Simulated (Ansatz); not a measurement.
## Nudged elastic band of C2H12N2Si2 (part 2 of 2)

The same run, continued: C2H12N2Si2; RKS PBE0/6-31G* (Ansatz 0.2.0). It belongs to a series of runs on one base structure; here: band between the two ends.

Geometry of the input (Å):
```
C  0.9759  -2.2909  -0.6640
N  1.3258  -0.8878  -0.7033
Si 0.2115  0.4222  -0.8965
N  1.0625  1.6904  -1.7081
Si -0.6725  1.3859  1.0601
C  -1.8408  0.1950  1.9557
H  0.0533  -2.4485  -1.2324
H  1.7564  -2.9062  -1.1309
H  0.8069  -2.6790  0.3527
H  2.2114  -0.6759  -0.2612
H  -0.9217  -0.2341  -1.6352
H  0.7576  2.6493  -1.6145
H  1.4708  1.5174  -2.6178
H  0.4298  1.7864  1.9914
H  -1.4192  2.6462  0.7372
H  -2.2546  0.6530  2.8600
H  -2.6758  -0.0922  1.3078
H  -1.3151  -0.7196  2.2506
```

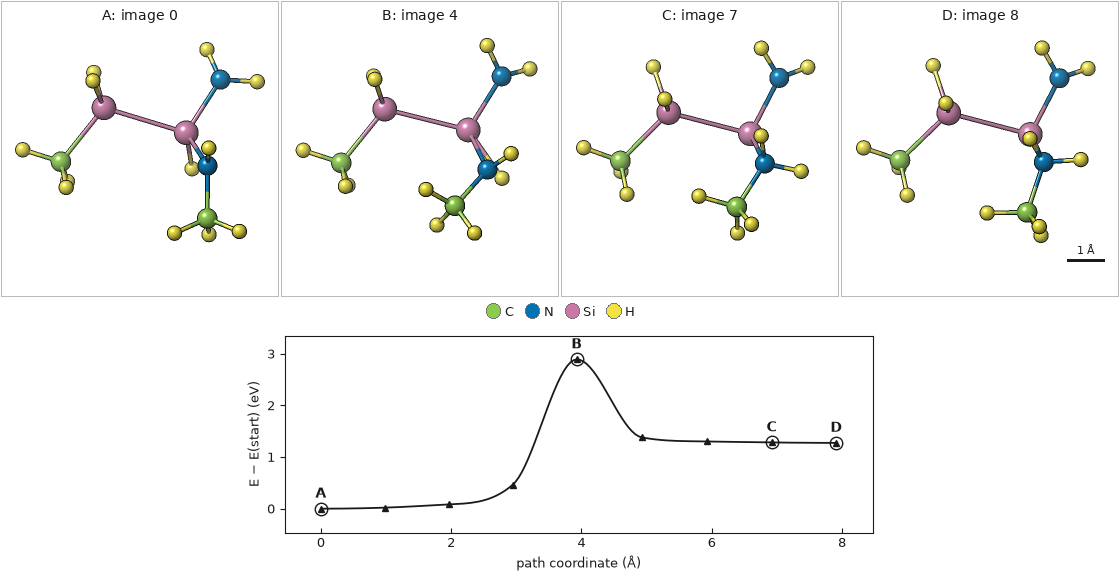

Images of the last band (counted from 0; ball-and-stick, seen at a tilt) above the energy along the path; the line is a cubic interpolation that uses the forces. The highest image is number 4, 2.891 eV above the start and 1.617 eV above the end (the climbing image); the end lies 1.274 eV above the start. The path is 7.91 Å long. The band converged in 23 iterations.

```
Total energy: -20989.50626609 eV, -771.3501280805 hartree
Atom 0 at     0.776350    -2.025140    -0.200826 Å, force    -0.000674    -0.001033     0.001848 eV/Å
Atom 1 at     1.086467    -0.955519    -1.117139 Å, force     0.004939     0.009528    -0.007525 eV/Å
Atom 2 at    -0.009217     0.626717    -1.211868 Å, force    -0.005045    -0.006312     0.005984 eV/Å
Atom 3 at     1.097848     1.860464    -1.743696 Å, force     0.001938    -0.004796    -0.001301 eV/Å
Atom 4 at    -0.712871     1.220679     0.965363 Å, force    -0.003994    -0.004491    -0.002320 eV/Å
Atom 5 at    -1.820176    -0.058927     1.814005 Å, force     0.002942     0.007538     0.001621 eV/Å
Atom 6 at    -0.311285    -2.185931    -0.207242 Å, force    -0.001933     0.002053    -0.000237 eV/Å
Atom 7 at     1.253109    -2.967848    -0.492720 Å, force    -0.001300    -0.000191    -0.001073 eV/Å
Atom 8 at     1.065100    -1.789692     0.835832 Å, force    -0.000582    -0.001410    -0.002849 eV/Å
Atom 9 at     2.070738    -0.826797    -1.339572 Å, force     0.003304    -0.002849     0.006276 eV/Å
Atom 10 at     0.108148    -0.720555    -2.105493 Å, force    -0.001667    -0.001693     0.000601 eV/Å
Atom 11 at     1.526214     2.524433    -1.113156 Å, force    -0.000238     0.002630     0.000256 eV/Å
Atom 12 at     1.027324     2.227525    -2.681347 Å, force     0.000131     0.002337    -0.000554 eV/Å
Atom 13 at     0.444085     1.547793     1.866228 Å, force    -0.000027     0.000389     0.000190 eV/Å
Atom 14 at    -1.483765     2.496229     0.816240 Å, force    -0.000032     0.000077     0.001010 eV/Å
Atom 15 at    -2.216165     0.337111     2.755141 Å, force    -0.000707    -0.002051    -0.000857 eV/Å
Atom 16 at    -2.668493    -0.320438     1.172685 Å, force     0.000931    -0.000479    -0.000469 eV/Å
Atom 17 at    -1.271109    -0.978805     2.039366 Å, force     0.002012     0.000754    -0.000600 eV/Å
Dipole moment:     0.341458    -0.138638     0.035568 e Å
this run last wrote the band of iteration 23 to [file]; this run last wrote the band within `neb.f_tol` of iteration 18 to [file]
```

The last band as extended XYZ (Å, eV, eV/Å):
```
18
Properties=species:S:1:pos:R:3:forces:R:3 image=0 energy=-20992.39767
C     0.9759   -2.2909   -0.6640    0.0042   0.0009   0.0019
N     1.3258   -0.8878   -0.7033   -0.0069  -0.0034   0.0032
Si    0.2115    0.4222   -0.8965    0.0064  -0.0113  -0.0032
N     1.0625    1.6904   -1.7081   -0.0015   0.0068   0.0077
Si   -0.6725    1.3859    1.0601   -0.0062   0.0082   0.0054
C    -1.8408    0.1950    1.9557    0.0025  -0.0054  -0.0052
H     0.0533   -2.4485   -1.2324    0.0003  -0.0006  -0.0005
H     1.7564   -2.9062   -1.1309   -0.0011   0.0029   0.0018
H     0.8069   -2.6790    0.3527    0.0006   0.0004  -0.0035
H     2.2114   -0.6759   -0.2612    0.0004  -0.0002  -0.0001
H    -0.9217   -0.2341   -1.6352   -0.0025   0.0031   0.0004
H     0.7576    2.6493   -1.6145    0.0008   0.0017  -0.0034
H     1.4708    1.5174   -2.6178   -0.0020  -0.0023  -0.0018
H     0.4298    1.7864    1.9914    0.0017  -0.0028  -0.0014
H    -1.4192    2.6462    0.7372    0.0022  -0.0009  -0.0021
H    -2.2546    0.6530    2.8600    0.0020   0.0018  -0.0012
H    -2.6758   -0.0922    1.3078    0.0005   0.0002   0.0019
H    -1.3151   -0.7196    2.2506   -0.0015   0.0007   0.0001
18
Properties=species:S:1:pos:R:3:forces:R:3 image=1 energy=-20992.37746
C     0.9046   -2.2044   -0.4552   -0.0038  -0.0078  -0.0114
N     1.3175   -0.8766   -0.8593   -0.0027   0.0152   0.0176
Si    0.2226    0.4645   -0.9772    0.0148  -0.0010   0.0050
N     1.0995    1.7377   -1.7553   -0.0168  -0.0057  -0.0027
Si   -0.6250    1.3137    1.0487   -0.0035  -0.0083  -0.0043
C    -1.8147    0.0677    1.8386    0.0047   0.0181   0.0051
H    -0.1023   -2.4036   -0.8390    0.0064  -0.0013  -0.0171
H     1.5686   -2.9712   -0.8740    0.0072   0.0064  -0.0092
H     0.8742   -2.3489    0.6371   -0.0068  -0.0101  -0.0107
H     2.2532   -0.6375   -0.5529    0.0010  -0.0054   0.0085
H    -0.9475   -0.1061   -1.7286   -0.0042  -0.0100   0.0092
H     0.8716    2.6999   -1.5482   -0.0102   0.0009  -0.0069
H     1.3849    1.6300   -2.7203    0.0144  -0.0103   0.0075
H     0.4862    1.6120    2.0071   -0.0024   0.0061   0.0033
H    -1.3490    2.6084    0.8302   -0.0026   0.0037   0.0027
H    -2.2202    0.4507    2.7806   -0.0023   0.0009   0.0023
H    -2.6549   -0.1452    1.1690    0.0050   0.0028   0.0002
H    -1.3071   -0.8797    2.0504    0.0020   0.0059   0.0010
18
Properties=species:S:1:pos:R:3:forces:R:3 image=2 energy=-20992.31540
C     0.8617   -2.1315   -0.2767   -0.0111  -0.0133  -0.0061
N     1.2652   -0.9233   -0.9641    0.0157   0.0254   0.0037
Si    0.2329    0.4707   -1.0805    0.0169   0.0013   0.0016
N     1.1668    1.7535   -1.7802   -0.0447  -0.0153   0.0174
Si   -0.6512    1.2291    0.9700    0.0041  -0.0141   0.0029
C    -1.8001   -0.0338    1.7940    0.0102   0.0242   0.0109
H    -0.2020   -2.3209   -0.4640    0.0029  -0.0120  -0.0220
H     1.4108   -3.0056   -0.6482    0.0116   0.0043  -0.0138
H     0.9978   -2.0899    0.8171   -0.0079  -0.0152  -0.0093
H     2.2461   -0.6989   -0.8478    0.0053  -0.0029   0.0272
H    -0.9151    0.0550   -1.9517   -0.0245   0.0154   0.0251
H     1.2176    2.6438   -1.3063   -0.0066   0.0094  -0.0203
H     1.1885    1.8757   -2.7833    0.0277  -0.0240  -0.0037
H     0.4661    1.5609    1.9123   -0.0067   0.0108   0.0068
H    -1.4074    2.5064    0.7630   -0.0046   0.0037  -0.0079
H    -2.1956    0.3622    2.7354   -0.0036  -0.0047  -0.0030
H    -2.6495   -0.2761    1.1464    0.0080   0.0072  -0.0089
H    -1.2702   -0.9658    2.0164    0.0072  -0.0001  -0.0004
18
Properties=species:S:1:pos:R:3:forces:R:3 image=3 energy=-20991.93157
C     0.8290   -2.0380   -0.1479    0.0881  -0.0183   0.0926
N     1.2614   -0.9165   -0.9347    0.2893   0.0897   0.2682
Si    0.2349    0.4548   -1.1725    0.3765  -0.2781   0.0751
N     1.1004    1.8271   -1.7693   -0.0068  -0.0554  -0.0459
Si   -0.7231    1.1764    0.8950   -0.0105  -0.0886  -0.1175
C    -1.8253   -0.0643    1.8041   -0.0126  -0.0081  -0.0159
H    -0.2622   -2.1685   -0.2314    0.0863   0.0281  -0.0403
H     1.2767   -2.9780   -0.4900    0.0483  -0.0123   0.0018
H     1.0571   -1.9131    0.9218   -0.0095  -0.1919   0.1295
H     2.2249   -0.8767   -1.2176    0.2471  -0.0784   0.2035
H    -0.5390   -0.2036   -2.2517   -1.0166   0.8165  -0.2326
H     1.4975    2.5101   -1.1395   -0.0587  -0.0134  -0.0367
H     1.0287    2.1761   -2.7123   -0.0019  -0.0748  -0.0422
H     0.4417    1.5237    1.7835   -0.0212  -0.0360  -0.1199
H    -1.4751    2.4658    0.7477    0.0090  -0.0598  -0.1141
H    -2.2010    0.3561    2.7435    0.0154   0.0043  -0.0244
H    -2.6864   -0.3375    1.1862   -0.0441  -0.0080   0.0031
H    -1.2781   -0.9826    2.0369    0.0219  -0.0156   0.0157
18
Properties=species:S:1:pos:R:3:forces:R:3 image=4 energy=-20989.50624
C     0.7763   -2.0251   -0.2008   -0.0007  -0.0010   0.0018
N     1.0865   -0.9555   -1.1171    0.0049   0.0095  -0.0075
Si   -0.0092    0.6267   -1.2119   -0.0050  -0.0063   0.0060
N     1.0978    1.8605   -1.7437    0.0019  -0.0048  -0.0013
Si   -0.7129    1.2207    0.9654   -0.0040  -0.0045  -0.0023
C    -1.8202   -0.0589    1.8140    0.0029   0.0075   0.0016
H    -0.3113   -2.1859   -0.2072   -0.0019   0.0021  -0.0002
H     1.2531   -2.9678   -0.4927   -0.0013  -0.0002  -0.0011
H     1.0651   -1.7897    0.8358   -0.0006  -0.0014  -0.0028
H     2.0707   -0.8268   -1.3396    0.0033  -0.0028   0.0063
H     0.1081   -0.7206   -2.1055   -0.0017  -0.0017   0.0006
H     1.5262    2.5244   -1.1132   -0.0002   0.0026   0.0003
H     1.0273    2.2275   -2.6813    0.0001   0.0023  -0.0006
H     0.4441    1.5478    1.8662    0.0000   0.0004   0.0002
H    -1.4838    2.4962    0.8162    0.0000   0.0001   0.0010
H    -2.2162    0.3371    2.7551   -0.0007  -0.0021  -0.0009
H    -2.6685   -0.3204    1.1727    0.0009  -0.0005  -0.0005
H    -1.2711   -0.9788    2.0394    0.0020   0.0008  -0.0006
18
Properties=species:S:1:pos:R:3:forces:R:3 image=5 energy=-20991.01638
C     0.7194   -1.9850   -0.2277   -0.0201   0.0028  -0.0062
N     0.9083   -0.9310   -1.2316   -0.0545   0.0163  -0.0438
Si   -0.3046    0.7827   -1.3549   -0.1137   0.0547  -0.0676
N     1.0738    1.8422   -1.7133   -0.0271  -0.0339   0.0239
Si   -0.6801    1.2165    0.9582    0.0234  -0.0031   0.0038
C    -1.7961   -0.0619    1.8205    0.0135   0.0189   0.0039
H    -0.3464   -2.2172   -0.1669   -0.0180  -0.0076   0.0127
H     1.2707   -2.8994   -0.4760   -0.0046   0.0236   0.0063
H     1.0498   -1.6216    0.7480   -0.0091   0.0554  -0.0314
H     1.8736   -0.6016   -1.2764   -0.0690   0.0697   0.0299
H     0.6696   -1.2795   -2.1564    0.1912  -0.1934  -0.0193
H     1.5299    2.4378   -1.0338    0.0127  -0.0225   0.0205
H     1.0536    2.2940   -2.6181    0.0201   0.0322   0.0255
H     0.4880    1.5029    1.8695    0.0140  -0.0221   0.0042
H    -1.4495    2.5064    0.9193    0.0216   0.0013   0.0334
H    -2.1906    0.3333    2.7627    0.0056  -0.0042   0.0011
H    -2.6482   -0.3180    1.1809    0.0027   0.0136  -0.0030
H    -1.2591   -0.9892    2.0477    0.0115  -0.0018   0.0061
18
Properties=species:S:1:pos:R:3:forces:R:3 image=6 energy=-20991.09528
C     0.7110   -1.9460   -0.2178   -0.0018  -0.0017   0.0046
N     0.9715   -0.8852   -1.1980    0.0034   0.0082  -0.0043
Si   -0.4020    0.6812   -1.4588    0.0050  -0.0027  -0.0049
N     0.9307    1.8238   -1.7677   -0.0115   0.0012   0.0016
Si   -0.6439    1.1071    0.8877    0.0031  -0.0063   0.0034
C    -1.8356   -0.0379    1.8273   -0.0011   0.0054   0.0012
H    -0.3096   -2.3111   -0.3590   -0.0014  -0.0020  -0.0051
H     1.4108   -2.7831   -0.3143    0.0000   0.0023   0.0013
H     0.7926   -1.5251    0.7864   -0.0069  -0.0001   0.0002
H     1.8477   -0.3957   -1.0159   -0.0024   0.0021   0.0093
H     1.0551   -1.2823   -2.1317    0.0088   0.0019   0.0012
H     1.3266    2.4283   -1.0577   -0.0045  -0.0016  -0.0050
H     0.9154    2.3051   -2.6573    0.0006  -0.0003   0.0006
H     0.6498    1.1536    1.6709    0.0044  -0.0059  -0.0039
H    -1.1918    2.5004    1.0021    0.0056  -0.0003  -0.0027
H    -2.0434    0.3437    2.8324    0.0031  -0.0003   0.0010
H    -2.7884   -0.1138    1.2917   -0.0027   0.0032   0.0031
H    -1.4341   -1.0519    1.9316   -0.0019  -0.0028  -0.0016
18
Properties=species:S:1:pos:R:3:forces:R:3 image=7 energy=-20991.11458
C     0.7302   -2.0136   -0.2881   -0.0004  -0.0003  -0.0016
N     1.0921   -0.8220   -1.0654    0.0007  -0.0006   0.0033
Si   -0.4221    0.5730   -1.4412    0.0030  -0.0015   0.0007
N     0.7718    1.8192   -1.8659   -0.0057   0.0001  -0.0020
Si   -0.6071    1.0785    0.8990   -0.0002   0.0010  -0.0008
C    -1.8683    0.0324    1.8606   -0.0004  -0.0009   0.0005
H    -0.1939   -2.4280   -0.6998    0.0011  -0.0020  -0.0062
H     1.5142   -2.7775   -0.3057    0.0008  -0.0002  -0.0007
H     0.5457   -1.7156    0.7462   -0.0051  -0.0043  -0.0010
H     1.8662   -0.3146   -0.6381    0.0010   0.0009   0.0065
H     1.4041   -1.0845   -1.9984    0.0064   0.0048   0.0016
H     1.1291    2.5100   -1.2177   -0.0024   0.0005  -0.0033
H     0.7004    2.2201   -2.7916   -0.0018  -0.0018  -0.0011
H     0.7131    0.9711    1.6347    0.0013  -0.0022  -0.0007
H    -1.0046    2.5176    1.0596    0.0029   0.0004   0.0006
H    -1.9685    0.3741    2.8961    0.0016   0.0012   0.0018
H    -2.8532    0.0979    1.3852   -0.0005   0.0037   0.0022
H    -1.5871   -1.0267    1.8821   -0.0024   0.0013   0.0002
18
Properties=species:S:1:pos:R:3:forces:R:3 image=8 energy=-20991.12333
C     0.7550   -2.1191   -0.4400    0.0021   0.0016   0.0049
N     1.1456   -0.7908   -0.9281   -0.0001  -0.0064  -0.0077
Si   -0.4352    0.4953   -1.3959    0.0035   0.0044  -0.0010
N     0.6831    1.7702   -1.9213    0.0030   0.0136  -0.0013
Si   -0.6042    1.1139    0.9202    0.0045   0.0035   0.0103
C    -1.8741    0.1319    1.9355   -0.0048  -0.0026  -0.0063
H     0.0303   -2.5431   -1.1395    0.0036   0.0032   0.0024
H     1.6111   -2.7936   -0.3360   -0.0046  -0.0008   0.0017
H     0.2673   -2.0073    0.5316    0.0057  -0.0018  -0.0082
H     1.7794   -0.3315   -0.2742   -0.0027   0.0000   0.0028
H     1.6464   -0.8568   -1.8128   -0.0021  -0.0012   0.0047
H     1.0249    2.5183   -1.3310   -0.0057  -0.0122   0.0007
H     0.5757    2.1019   -2.8706   -0.0027  -0.0028  -0.0001
H     0.7281    0.9702    1.6318   -0.0011  -0.0022  -0.0040
H    -0.9419    2.5705    1.0613   -0.0019  -0.0006  -0.0007
H    -1.9176    0.4804    2.9727    0.0010   0.0000  -0.0029
H    -2.8731    0.2396    1.4984    0.0046  -0.0020   0.0039
H    -1.6385   -0.9388    1.9497   -0.0024   0.0066   0.0007
```

Results in brief:

| quantity | value |
| --- | --- |
| outcome | converged |
| barrier, forward | 2.891 eV |
| barrier, backward | 1.617 eV |
| wall time | 7.4 min (CPU time 14 min) |
| peak memory | 0.36 GiB |

The order of the saddle point was not checked.
